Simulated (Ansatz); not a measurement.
The reference is SiC in the zinc blende structure (space group F-43m, No. 216; a = 4.356 Å).

Perturbation: the cell is scaled by 1.0250 in all directions; the atoms relax in the strained cell.

Method: plane-wave PAW DFT at the r2SCAN level (Ansatz, a first-principles code, 500 eV), no spin-orbit coupling.

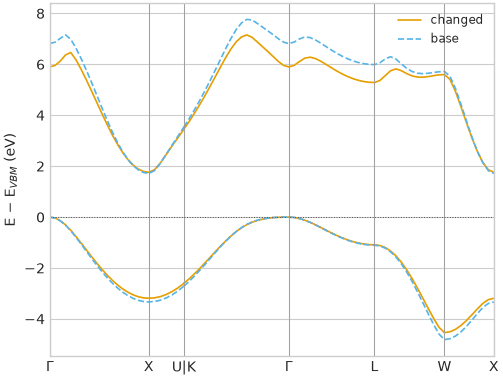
*Highest valence and lowest conduction band along the path, each from its own valence-band maximum*

### Question
Read the changed gap and its character from the plot.

### Answer
About 1.8 eV, indirect, Γ → X.

Stability against distortions was not tested.
